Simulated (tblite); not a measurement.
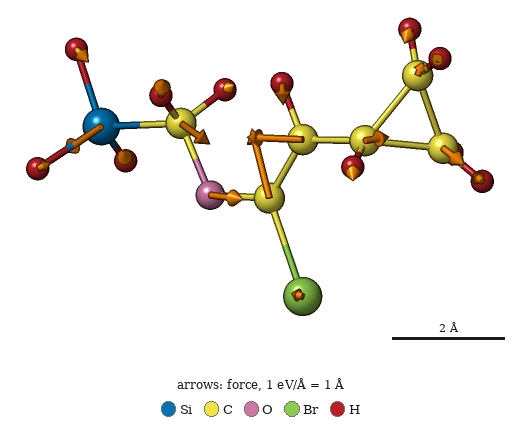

Starting geometry of C6H11BrOSi with the computed forces as orange arrows. A ball-and-stick model, seen at a tilt.

These are results of tblite 0.8.0, GFN2-xTB geometry optimisation, gas phase, not measurements. 

Q: Is this structure relaxed? If not, where do the atoms go?

A: It isn't relaxed: the largest force vector, on a C atom, is 1.32 eV/Å. The final displacements have little in common with the starting forces (cosine between the two patterns 0.09). The energy falls by 6.78 kcal/mol in 171 geometry steps. The atom that moves furthest after the best rigid fit is the Br atom (1.12 Å). Largest moves by element: Br 1.12 Å, H 1.11 Å, C 0.54 Å, O 0.36 Å, Si 0.13 Å. Near-neighbour distances that change, for instance: C–O 1.392 → 1.350 Å, H–Si 1.485 → 1.460 Å, C–Si 1.894 → 1.913 Å, C–H 1.078 → 1.096 Å. Bond angles that change, for instance: Si–C–O 114.1° → 104.3°, O–C–Br 112.9° → 107.6°, Si–C–H 107.5° → 112.5°. Groups turn about C–C by about 65°.
